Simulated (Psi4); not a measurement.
# wB97X-D/def2-SVP (density fitting, core potential) run of SnHSCl (SMILES [SH][Sn][Cl])

What is the electrostatic solvation energy at fixed shape (IEF-PCM, ethanol) of SnHSCl at wB97X-D/def2-SVP (density fitting, core potential)? The job is set up through a Python script.

The calculation is run with Psi4 1.11.

1 further run of the same task is left out (it didn't finish).

### Step 1. Starting point

SnHSCl has 4 atoms, charge 0, and is taken as a singlet. SMILES: `[SH][Sn][Cl]`. Geometry: relaxed at PBE0-D4/def2-TZVP.

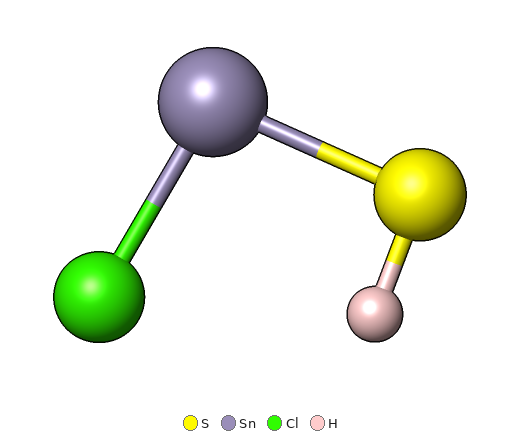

The structure, seen from a chosen angle (sulfur yellow, tin purple, chlorine green, hydrogen pink).

### Step 2. The energy at wB97X-D/def2-SVP (density fitting, core potential)

Contents of clhssn.xyz:

```xyz
4
ClHSSn
S      0.185700     1.488500    -0.409700
Sn    -1.395700    -0.351700    -0.341800
Cl     0.088800    -1.950300     0.607800
H      1.176700     0.753300     0.123400
```

Contents of run.py:

```python
import psi4

psi4.set_memory('1600 MB')
psi4.set_num_threads(1)
psi4.set_output_file('psi4.out', False)

with open('clhssn.xyz') as f:
    atoms = ''.join(f.readlines()[2:])
molecule = psi4.geometry('0 1\n' + atoms + 'symmetry c1')

options = {'scf_type': 'mem_df'}
psi4.set_options(options)

energy_value = psi4.energy('wb97x-d/def2-SVP')
print('E =', round(energy_value, 9))
for k, v in sorted(psi4.core.scalar_variables().items()):
    print(f'{k:45s} {v:18.10f}')
```

Started as:

```console
$ python run.py
```

psi4.out:

```text
[...]
    !!!  WARNING: ECP capability is in beta. Please check occupations closely.  !!!
[...]
  Running in c1 symmetry.
[...]
  Nuclear repulsion =  213.489034180479024
[...]
  Multiplicity = 1
[...]
  Nalpha       = 28
  Nbeta        = 28
[...]
    Number of basis functions: 67
[...]
   @DF-RKS iter   1: -1073.10455605040852   -1.50742e+00   5.31378e-03 ADIIS/DIIS
[...]
   @DF-RKS iter   8: -1073.18200517596165   -2.11642e-08   8.79367e-07 DIIS
[...]
    Orbital Energies [Eh]
    ---------------------
    Doubly Occupied:
       1A   -101.649566     2A    -89.006150     3A     -9.556591
       4A     -8.058189     5A     -7.307125     6A     -7.302985
       7A     -7.301984     8A     -6.011273     9A     -6.007945
      10A     -6.005000    11A     -5.245739    12A     -3.586086
      13A     -3.581476    14A     -3.577396    15A     -1.154163
      16A     -1.151599    17A     -1.149000    18A     -1.148063
      19A     -1.144266    20A     -0.884766    21A     -0.814365
      22A     -0.563283    23A     -0.485793    24A     -0.412766
      25A     -0.399515    26A     -0.388078    27A     -0.347647
      28A     -0.333177
[...]
  @DF-RKS Final Energy: -1073.18200517596165
   => Energetics <=
    Nuclear Repulsion Energy =            213.4890341804790239
    One-Electron Energy =               -1988.6384815109581723
    Two-Electron Energy =                 754.1356552967280322
    DFT Exchange-Correlation Energy =     -52.1672705670811894
    Empirical Dispersion Energy =          -0.0009425751292694
    VV10 Nonlocal Energy =                  0.0000000000000000
    Total Energy =                      -1073.1820051759616490
[...]
 Multipole Moments:
 ------------------------------------------------------------------------------------
     Multipole            Electronic (a.u.)      Nuclear  (a.u.)        Total (a.u.)
 ------------------------------------------------------------------------------------
 L = 1.  Multiply by 2.5417464519 to convert [e a0] to [Debye]
 Dipole X            :        -41.9008058           41.1784221           -0.7223837
 Dipole Y            :         -4.0092128            4.0920540            0.0828413
 Dipole Z            :        -11.8347765           11.5845444           -0.2502320
 Magnitude           :                                                    0.7689713
[...]
```

The script printed:

```text
E = -1073.182005176
CURRENT ENERGY                                  -1073.1820051760
CURRENT REFERENCE ENERGY                        -1073.1820051760
DD SOLVATION ENERGY                                 0.0000000000
DFT FUNCTIONAL TOTAL ENERGY                     -1073.1810626008
DFT TOTAL ENERGY                                -1073.1820051760
DFT VV10 ENERGY                                     0.0000000000
DFT XC ENERGY                                     -52.1672705671
DISPERSION CORRECTION ENERGY                       -0.0009425751
GRID ELECTRONS ALPHA                               28.0000037016
GRID ELECTRONS BETA                                28.0000037016
GRID ELECTRONS TOTAL                               56.0000074033
NUCLEAR REPULSION ENERGY                          213.4890341805
ONE-ELECTRON ENERGY                             -1988.6384815110
PCM POLARIZATION ENERGY                             0.0000000000
PE ENERGY                                           0.0000000000
SCF ITERATION ENERGY                            -1073.1820051760
SCF ITERATIONS                                      8.0000000000
SCF TOTAL ENERGY                                -1073.1820051760
TWO-ELECTRON ENERGY                               754.1356552967
WB97X-D DISPERSION CORRECTION ENERGY               -0.0009425751
XC GRID RADIAL POINTS                              75.0000000000
XC GRID SPHERICAL POINTS                          302.0000000000
XC GRID TOTAL POINTS                            85173.0000000000
```

It took 5.4 s on 1 thread of Intel Xeon Platinum 8259CL at 2.50GHz (Skylake/Cascade Lake), shared host; peak memory 0.39 GiB.

### Step 3. A single-point energy at wB97X-D/def2-SVP (density fitting, core potential, IEF-PCM ethanol)

clhssn.xyz is that of step 2.

Contents of calc.py:

```python
import psi4

psi4.set_memory('1600 MB')
psi4.set_num_threads(1)
psi4.set_output_file('run.log', False)

with open('clhssn.xyz') as f:
    atoms = ''.join(f.readlines()[2:])
geom = psi4.geometry('0 1\n' + atoms + 'symmetry c1')

psi4.set_options({
    'basis': 'def2-SVP',
    'scf_type': 'mem_df',
    'pcm': True,
})
psi4.pcm_helper("""
  Units = Angstrom
  Medium {
    SolverType = IEFPCM
    Solvent = Ethanol
  }
  Cavity {
    Type = GePol
    RadiiSet = UFF
    Scaling = False
    Area = 0.3
    Mode = Implicit
  }
""")

E = psi4.energy('wb97x-d', molecule=geom)
print('E =', round(E, 9))
```

Started as:

```console
$ python calc.py
```

run.log:

```text
[...]
    !!!  WARNING: ECP capability is in beta. Please check occupations closely.  !!!
[...]
  Running in c1 symmetry.
[...]
  Nuclear repulsion =  213.489034180479024
[...]
  Multiplicity = 1
[...]
  Nalpha       = 28
  Nbeta        = 28
[...]
    Number of basis functions: 67
[...]
   @DF-RKS iter   1: -1073.11317751157662   -1.58676e+00   5.63947e-03 DIIS/ADIIS
[...]
   @DF-RKS iter   8: -1073.19491896905447   -3.34867e-08   4.27852e-07 DIIS
[...]
    Orbital Energies [Eh]
    ---------------------
    Doubly Occupied:
       1A   -101.641624     2A    -88.992134     3A     -9.549146
       4A     -8.044614     5A     -7.299401     6A     -7.295561
       7A     -7.294818     8A     -5.997793     9A     -5.994426
      10A     -5.991356    11A     -5.228224    12A     -3.568085
      13A     -3.564088    14A     -3.560071    15A     -1.136228
      16A     -1.133640    17A     -1.131688    18A     -1.130202
      19A     -1.127087    20A     -0.879303    21A     -0.803175
      22A     -0.548145    23A     -0.475920    24A     -0.407038
      25A     -0.395122    26A     -0.382290    27A     -0.340031
      28A     -0.317985
[...]
  @DF-RKS Final Energy: -1073.19491896905447
   => Energetics <=
    Nuclear Repulsion Energy =            213.4890341804790239
    One-Electron Energy =               -1988.6323955897883025
    Two-Electron Energy =                 754.1469382897245168
    DFT Exchange-Correlation Energy =     -52.1811291640102581
    Empirical Dispersion Energy =          -0.0009425751292694
    VV10 Nonlocal Energy =                  0.0000000000000000
    PCM Polarization Energy =              -0.0164241103300900
    Total Energy =                      -1073.1949189690544699
[...]
 Multipole Moments:
 ------------------------------------------------------------------------------------
     Multipole            Electronic (a.u.)      Nuclear  (a.u.)        Total (a.u.)
 ------------------------------------------------------------------------------------
 L = 1.  Multiply by 2.5417464519 to convert [e a0] to [Debye]
 Dipole X            :        -42.4060337           41.1784221           -1.2276116
 Dipole Y            :         -4.0571266            4.0920540            0.0349274
 Dipole Z            :        -11.9775796           11.5845444           -0.3930351
 Magnitude           :                                                    1.2894676
[...]
```

The script printed:

```text
E = -1073.194918969
```

It took 8.1 s on 1 thread of Intel Xeon Platinum 8259CL at 2.50GHz (Skylake/Cascade Lake), shared host; peak memory 0.4 GiB.

### Step 4. Summary of results

At wB97X-D/def2-SVP (density fitting, core potential):

| quantity | value |
| --- | --- |
| gas phase: total energy | -1073.18201 Eh |
| gas phase: dipole moment | 1.95 D |
| gas phase: HOMO energy | -9.07 eV |
| gas phase: LUMO energy | -1.09 eV |
| gas phase: HOMO–LUMO gap | 7.98 eV |
| gas phase: dispersion energy | -2.47 kJ/mol |
| IEF-PCM, ethanol: total energy | -1073.19492 Eh |
| IEF-PCM, ethanol: dipole moment | 3.28 D |
| IEF-PCM, ethanol: HOMO energy | -8.65 eV |
| IEF-PCM, ethanol: LUMO energy | -0.36 eV |
| IEF-PCM, ethanol: HOMO–LUMO gap | 8.29 eV |
| IEF-PCM, ethanol: dispersion energy | -2.47 kJ/mol |
| IEF-PCM, ethanol: solvent term in the energy | -43.1 kJ/mol |
| energy change from gas to solvent at fixed shape | -0.351 eV |

The solvent model (IEF-PCM, ethanol) lowers the energy by 0.35 eV (−8.1 kcal/mol) at the same shape. It holds the electrostatic part alone, without cavity or dispersion terms.
